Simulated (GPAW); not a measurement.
Band structure of AlAs (F-43m, 2 atoms in the cell).

```
CELL_PARAMETERS angstrom
      0.00000     2.82712     2.82712
      2.82712     0.00000     2.82712
      2.82712     2.82712     0.00000
ATOMIC_POSITIONS crystal
  Al 0.00000 0.00000 0.00000
  As 0.75000 0.75000 0.75000
```

Method: PBE, GPAW PAW datasets PBE (gpaw-data 1.0.1) (plane waves; GPAW).

Settings: mode = pw; ecut = 600 eV; xc = PBE; kpts = 10 10 10; mesh shift (steps) = 0 0 0; occupations.name = fermi-dirac; occupations.width = 0 eV; nbands = -4; convergence.bands = -2; symmetry.symmorphic = false; symmetry.tolerance = 0.0005; maxiter = 100; bandpath_npoints = 40.

The starting cell comes from a database of computed structures (which also holds hypothetical and non-ambient phases and stackings), without a prior relaxation at this level. Its lattice was rescaled by a random factor within 2.5 % of one.

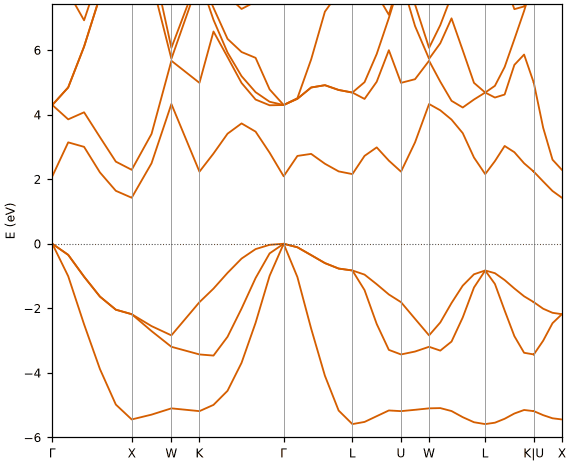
*Bands along the path, energies from the top of the valence band on the SCF mesh.*

Question: Read off roughly the gap and where its edges lie.

Answer: The gap along the path is about 1.4 eV (computed: 1.43 eV), from Γ to X; the smallest direct gap on it is 2.09 eV.

Levels in eV from the top of the valence band on the SCF mesh, bands 1 to 8:
```tsv
point	1	2	3	4	5	6	7	8
Γ	-11.88	0.00	0.00	0.00	2.09	4.30	4.30	4.30
X	-9.90	-5.44	-2.18	-2.18	1.43	2.29	10.38	10.38
W	-9.86	-5.10	-3.19	-2.84	4.33	5.67	5.73	6.07
K	-9.93	-5.19	-3.43	-1.81	2.23	4.99	8.20	8.37
L	-10.45	-5.59	-0.83	-0.83	2.16	4.69	4.69	7.78
U	-9.93	-5.19	-3.43	-1.81	2.23	4.99	8.20	8.37
```
